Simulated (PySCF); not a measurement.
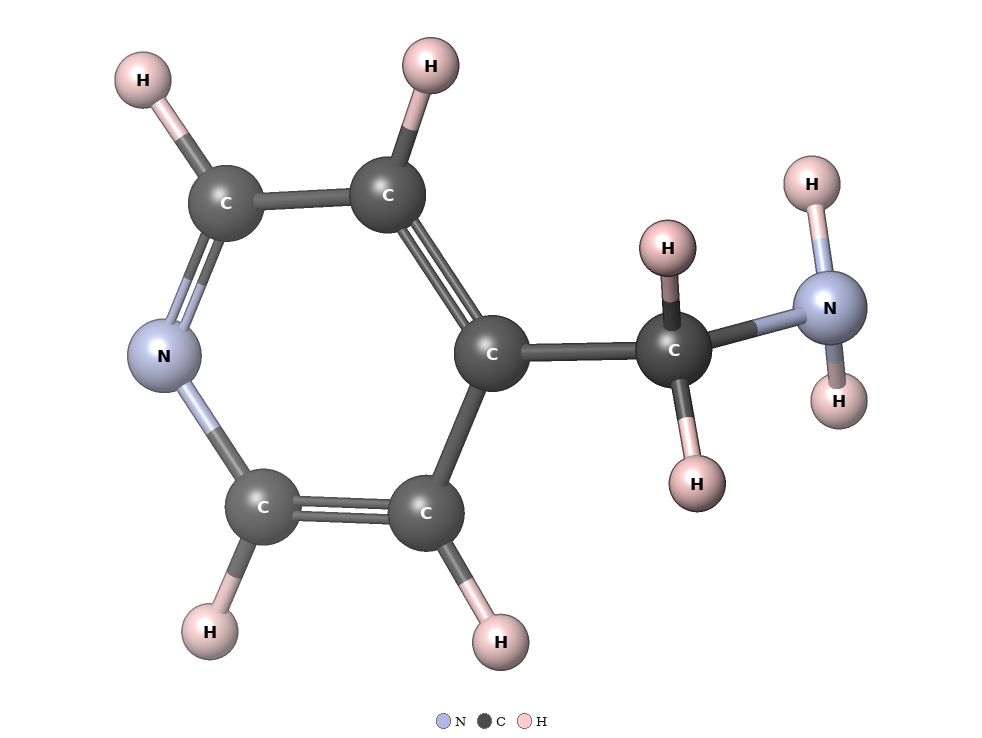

Distant atoms are faded towards the background colour. The geometry was computed by an optimisation with PBE0-D3(BJ)/def2-SVP. No frequency run is at hand to confirm it as a minimum.

**List the symmetry elements and name the point group.**

It has 1 mirror plane, so the point group is Cs. The group has 2 operations. The geometry is achiral, and symmetry allows a dipole moment.
